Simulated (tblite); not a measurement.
# Property calculation, with input and output: GeBAsH$_{5}$O

The run: property calculation of GeBAsH$_{5}$O, multiplicity 2, SMILES [GeH3][O]B[AsH]. Method and program: GFN2-xTB, R-SCC (tblite 0.8.0).

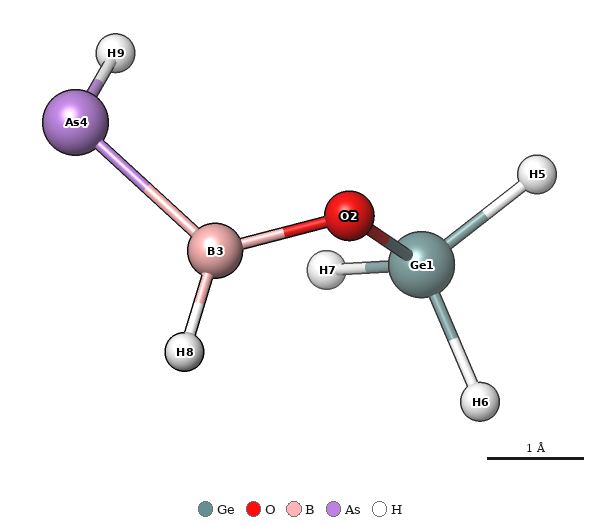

The input geometry (ball-and-stick view, seen at a tilt; atoms are numbered from 1 in the order of the input). Sticks mark near contacts.

## Input file (run.py)
```python
import json
import numpy as np
from tblite.interface import Calculator
from rdkit import Chem
from rdkit.Chem import AllChem

m = Chem.AddHs(Chem.MolFromSmiles('[GeH3][O]B[AsH]'))
AllChem.EmbedMolecule(m, randomSeed=5966)
AllChem.MMFFOptimizeMolecule(m, maxIters=200)
symbols = [a.GetSymbol() for a in m.GetAtoms()]
numbers = np.array([a.GetAtomicNum() for a in m.GetAtoms()])
positions = m.GetConformer().GetPositions() / 0.529177210903

calculator = Calculator("GFN2-xTB", numbers, positions, charge=0, uhf=1)
calculator.add("bond-orders")
calculator.add("molecular-multipoles")
result = calculator.singlepoint()

thr = 0.2
print(f"Total energy: {result.get('energy') * 627.5095:.8f} kcal/mol")
eps = np.atleast_2d(result.get("orbital-energies")) * 27.211386
occ = np.atleast_2d(result.get("orbital-occupations"))
filled = occ.sum(axis=0) if eps.shape[0] == 1 else occ[0]
homo = np.nonzero(filled > 0.5)[0].max()
print(f"HOMO {eps[0, homo]:.4f} eV")
if homo + 1 < eps.shape[1]:
    print(f"LUMO {eps[0, homo + 1]:.4f} eV, gap {eps[0, homo + 1] - eps[0, homo]:.4f} eV")
mu = result.get("dipole") * 2.541746
print(f"|mu|: {np.linalg.norm(mu):.4f} D, components " + " ".join(f"{c:.4f}" for c in mu))
q = result.get("charges")
print("atom     charge    atomic energy/Eh")
for i, (s, e) in enumerate(zip(symbols, result.get("energies"))):
    print(f"{s:<2}{i + 1:<3} {q[i]:9.4f} {e:14.6f}")
bo = result.get("bond-orders")
bo = bo[..., 0] if bo.ndim == 3 else bo
print("Bond orders above {}:".format(thr))
for i in range(len(symbols)):
    for k in range(i):
        if bo[i, k] > thr:
            print(f"  {symbols[k]}{k + 1}-{symbols[i]}{i + 1}  {bo[i, k]:.3f}")
print("traceless quadrupole (xx xy yy xz yz zz, e bohr^2):", np.round(result.get("quadrupole"), 4))
out = {k: np.asarray(result.get(k)).tolist() for k in ("energy", "gradient", "charges", "dipole", "orbital-energies", "orbital-occupations", "bond-orders", "energies", "quadrupole")}
out.update(symbols=symbols, positions=(positions * 0.529177210903).tolist())
json.dump(out, open("results.json", "w"))
```

Launched with:
```bash
python run.py
```

## Output
```
[18:07:18] UFFTYPER: Unrecognized charge state for atom: 3
------------------------------------------------------------
  cycle        total energy    energy error   density error
------------------------------------------------------------
      1     -11.93984077481  -1.1979348E+01   4.4668577E-01
      2     -11.97434638389  -3.4505609E-02   2.9097348E-01
      3     -11.99581170082  -2.1465317E-02   1.6749602E-01
      4     -12.12030690859  -1.2449521E-01   1.2505937E-01
      5     -12.12210665295  -1.7997444E-03   1.0150278E-01
      6     -12.11895067991   3.1559730E-03   7.0164666E-02
      7     -12.12784706144  -8.8963815E-03   2.4154755E-02
      8     -12.12830035181  -4.5329037E-04   6.4538740E-03
      9     -12.12832860729  -2.8255480E-05   2.5808932E-03
     10     -12.12833639062  -7.7833266E-06   1.0019282E-03
     11     -12.12833646727  -7.6651466E-08   5.3551335E-04
     12     -12.12833677004  -3.0276551E-07   8.6824711E-05
     13     -12.12833678234  -1.2304030E-08   2.6752925E-05
     14     -12.12833678464  -2.2961864E-09   9.3698477E-06
------------------------------------------------------------

 total:                                   0.004 sec
Total energy: -7610.64655156 kcal/mol
HOMO -9.0271 eV
LUMO -6.5890 eV, gap 2.4382 eV
|mu|: 1.0724 D, components 0.8457 0.1991 -0.6285
atom     charge    atomic energy/Eh
Ge1      0.2341      -2.069761
O 2     -0.3943      -4.090511
B 3      0.3160      -1.218158
As4      0.0745      -2.344374
H 5     -0.0151      -0.467138
H 6     -0.0343      -0.473392
H 7     -0.0282      -0.472545
H 8     -0.1215      -0.520576
H 9     -0.0311      -0.471881
Bond orders above 0.2:
  Ge1-B3  0.810
  Ge1-As4  0.816
  O2-H7  0.216
traceless quadrupole (xx xy yy xz yz zz, e bohr^2): [-6.6861  1.4438  3.184  -2.211   1.0788  3.5021]
```

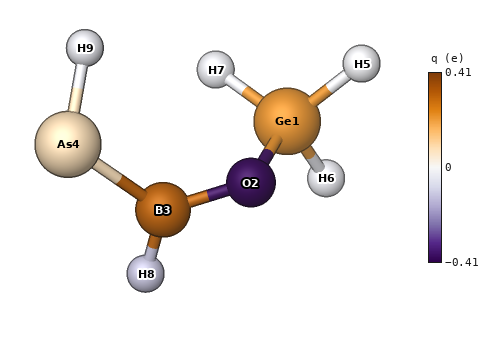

Mulliken charges, as the colour of each atom (ball-and-stick view, seen at a tilt; atoms are numbered from 1 in the order of the input). By element: Ge +0.23, O −0.39, B +0.32, As +0.07 and H −0.12 to −0.02 e.

## Summary

```json
{"quantity": "outcome", "value": "converged"}
{"quantity": "total energy", "value": "−12.128337 hartree"}
{"quantity": "basis functions", "value": "31"}
{"quantity": "largest force", "value": "2.339 eV/Å"}
{"quantity": "dipole moment", "value": "1.07 D"}
{"quantity": "hardware", "value": "1 thread of AMD EPYC (Zen 5), 192 GiB of memory available, shared host"}
{"quantity": "peak memory", "value": "0.11 GiB"}
```

## Notes

The record of the run, not the program, notes: no spin polarisation.
